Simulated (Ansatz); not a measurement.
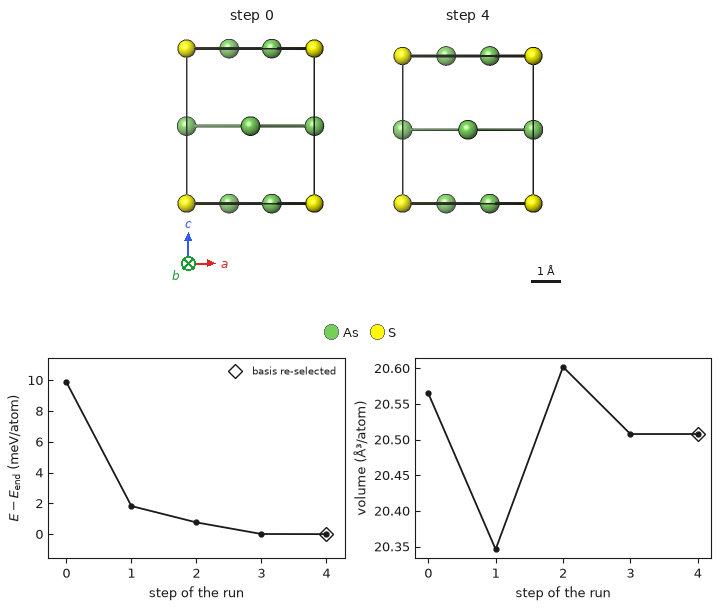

First and last geometry of a relaxation of a crystal of As$_{5}$S (a generated structure, set up in P6/mmm) (coarse preliminary run), with the history of the run. The picture is a polyhedral view of the cell of the calculation, seen along the b axis.

These are results of Ansatz 0.2.0, DFT PBE, scalar-relativistic, plane waves, PAW, not measurements.

Input file:
```yaml
crystal:
  lattice:
    - [5.1386535733, 0.0, 0.0]
    - [-2.5693267866, 4.4502045357, 0.0]
    - [0.0, 0.0, 5.3957247166]
  atoms:
    - { symbol: As, position: [0.3333333333, 0.6666666667, 0.0] }
    - { symbol: As, position: [0.6666666667, 0.3333333333, 0.0] }
    - { symbol: As, position: [0.5, 0.0, 0.5] }
    - { symbol: As, position: [0.5, 0.5, 0.5] }
    - { symbol: As, position: [0.0, 0.5, 0.5] }
    - { symbol: S, position: [0.0, 0.0, 0.0] }
basis:
  ecutwfc: 420
kpoints:
  mp_grid: { grid: [6, 6, 4] }
hamiltonian:
  xc: pbe
scf:
  occupations: { method: gaussian, width: 0.1 }
  lower_state_search: "off"
output:
  forces: true
  stress: true
  eigenvalues: true
relax:
  adjacent_minimum: "off"
  f_tol: 0.04
  max_steps: 70
  cell: { stress_tol: 0.4 }
```

Command:
```bash
ansatz run input.yaml --threads 1 --pin off --max-ram 2560MiB --backend cpu --events-out ev --progress --plain --runs-dir out
```

> Read the history and describe the run.

It converged. The atoms keep their places relative to the cell (all moves are under 0.005 Å). The drawn cell changes as follows: a = b 5.139 → 5.258 Å (+2.3 %), c 5.396 → 5.139 Å (−4.8 %); the volume changes by −0.3 %. Among the contacts that change: As1–S6 2.967 → 3.036 Å, As3–As4 2.569 → 2.629 Å. The space group stays P6/mmm (No. 191). Over 3 accepted moves (4 points after the start) the energy falls by 9.9 meV per atom. All forces vanish by symmetry, so only the cell relaxes. The pressure goes from 0.41 to −0.16 GPa. The SCF was repeated once at an unchanged geometry on a basis and grid sized afresh for the cell, which shifted the energy by less than 0.05 meV per atom at most.
